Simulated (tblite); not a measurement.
# Polarizability calculation of InBH$_{3}$OF

InBH$_{3}$OF, computed with IPEA1-xTB, U-SCC (tblite 0.8.0).

The geometry comes from this level: GFN2-xTB.

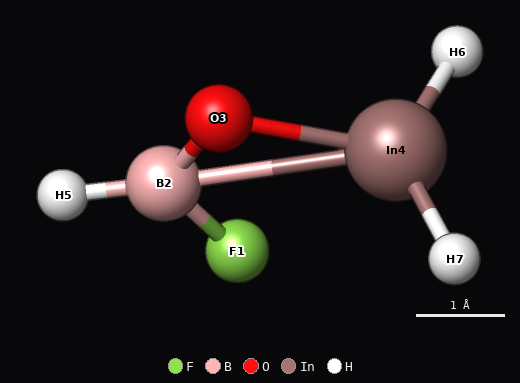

*The structure (ball-and-stick view, seen at a tilt; atoms are numbered from 1 in the order of the input). Sticks mark near contacts.*

Bond lengths as drawn: B–F 1.42 Å, B–H 1.17 Å, B–In 2.71 Å, B–O 1.29 Å, H–In 1.69 Å and In–O 2.08 Å.

### Input file (xtb_job.py)
```python
import json
import numpy as np
from tblite.interface import Calculator
from tblite.library import ffi
from tblite.interface import symbols_to_numbers

symbols = list(map(str, np.loadtxt("input.xyz", skiprows=2, usecols=0, dtype=str, ndmin=1)))
numbers = np.array(symbols_to_numbers(symbols))
positions = np.loadtxt("input.xyz", skiprows=2, usecols=(1, 2, 3), ndmin=2) / 0.5291772

def dipole(field):
    xtb = Calculator("IPEA1-xTB", numbers, positions, charge=0, uhf=0)
    xtb.set("verbosity", 0)
    xtb.set("mixer-damping", 0.6)
    xtb.set("accuracy", 0.3)
    xtb.set("temperature", 500 * 3.166811563e-6)  # kelvin to hartree
    xtb.set("guess", 2)  # eeqbc
    xtb.add("spin-polarization", 1.0)
    xtb.add("electric-field", ffi.new("double[3]", list(field)))
    return xtb.singlepoint()

F = 0.002  # field step, atomic units
wfn = dipole([0.0, 0.0, 0.0])
alpha = np.array([(dipole(F * v).get('dipole') - dipole(-F * v).get('dipole')) / (2 * F) for v in np.eye(3)])
print(f"E = {wfn.get('energy'):.8f} Eh")
print("polarizability tensor (bohr^3)")
for row in alpha:
    print("".join(f"{v:12.4f}" for v in row))
w = np.linalg.eigvalsh((alpha + alpha.T) / 2)
print("principal values", np.round(w, 3), " isotropic %.3f" % w.mean())
out = {k: np.asarray(wfn.get(k)).tolist() for k in ("energy", "gradient", "charges", "dipole", "orbital-energies", "orbital-occupations")}
out.update(symbols=symbols, positions=(positions * 0.529177210903).tolist(), alpha=alpha.tolist())
json.dump(out, open("results.json", "w"))
```

### File input.xyz
```
7

F     -0.149090    -1.377520     0.435560
B      1.044350    -0.631530     0.657680
O      1.017230     0.575320     0.210410
In    -0.871410     0.775950    -0.639350
H      1.894520    -1.203490     1.216940
H     -2.017170     1.445230     0.412760
H     -0.918430     0.416040    -2.294000
```

Command:
```bash
python xtb_job.py
```

### Output
```
E = -14.97729553 Eh
polarizability tensor (bohr^3)
     37.9826     -7.8446      0.5423
     -7.8414     39.2143     -1.2608
      0.5435     -1.2600     44.4435
principal values [30.716 43.825 47.099]  isotropic 40.547
```

### Results in brief

| quantity | value |
| --- | --- |
| outcome | converged |
| total energy | −14.977296 hartree |
| basis functions | 30 |
| largest force | 1.260 eV/Å |
| HOMO | −13.51 eV |
| LUMO | −7.76 eV |
| dipole moment | 2.33 D |
| hardware | 1 thread of Arm Neoverse V1, 24 GiB of memory available, shared host |
| peak memory | 0.11 GiB |

### Remarks

Settings chosen away from the usual ones: accuracy; damping; etemp; guess.
